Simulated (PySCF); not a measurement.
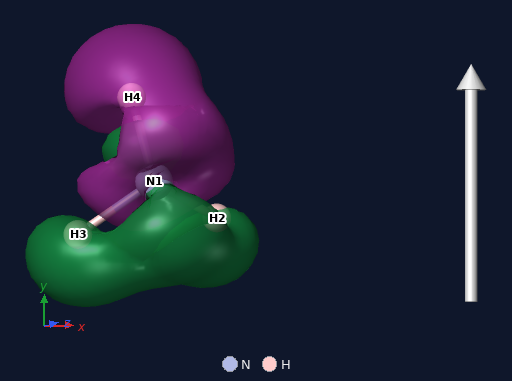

Figure. H3N, SMILES `N`. Change of the electron density in a uniform field of 0.51 V/Å along +y (arrow), surfaces at ±0.004 e/Å³ (green: gain, purple: loss).

PySCF calculation, PBE0/aug-cc-pVDZ, gas phase; geometry: GFN2-xTB. No frequency check shows the geometry to be a minimum.

The field was applied in both directions; the picture shows the one opposite to the script's first.

### How large is the response?

The induced dipole is 0.34 D (along the field); α along this axis, from the fields in both directions, is 13 bohr³ (2.0 Å³).
